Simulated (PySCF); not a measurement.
# C6H8F2: the cost of one run

Computed with PySCF 2.14.0 and routines of our own; the level stands in each step. Atoms count from 0.

## Step 1: The starting structure

16 atoms, charge 0, multiplicity 1; geometry from: GFN2-xTB.

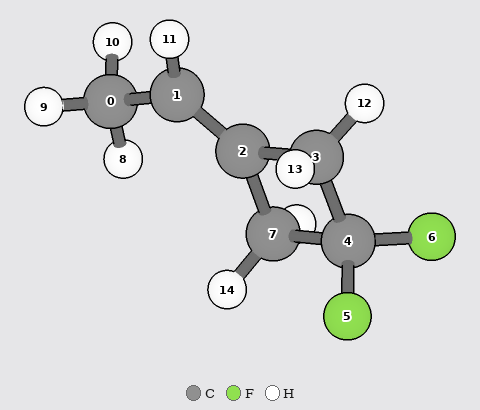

The starting geometry (carbon grey, fluorine green, hydrogen white).

## Step 2: Optimising the geometry at PBE0/def2-SV(P)

The job: settings as JSON, then the geometry in Å.

```
{"job": {"xc": "PBE0", "basis": "def2-SV(P)", "grid": 1, "kind": "geom"}, "charge": 0, "multiplicity": 1}
C      2.422870    -0.373053     0.198042
C      1.320693     0.626700     0.085121
C      0.041204     0.322239    -0.006294
C     -1.217731     1.149699    -0.127272
C     -2.010598    -0.161254    -0.152575
F     -2.729620    -0.378977    -1.284701
F     -2.895521    -0.320505     0.866041
C     -0.722739    -0.982709    -0.030004
H      2.032680    -1.386667     0.193413
H      3.118070    -0.257700    -0.632550
H      2.980489    -0.211799     1.119895
H      1.618709     1.666642     0.079913
H     -1.449020     1.780537     0.729532
H     -1.312159     1.732414    -1.042305
H     -0.532971    -1.622304    -0.890614
H     -0.671954    -1.574318     0.882946
```

Launch:

```console
$ OMP_NUM_THREADS=1 python excited_run.py task.json out
```

One launch serves the whole session: the jobs run in the order shown.

**Question.** How long does this first job take on 1 thread of Arm Neoverse N1, shared host, and how much memory does it need?

About 55 s, with a peak of 0.58 GiB.
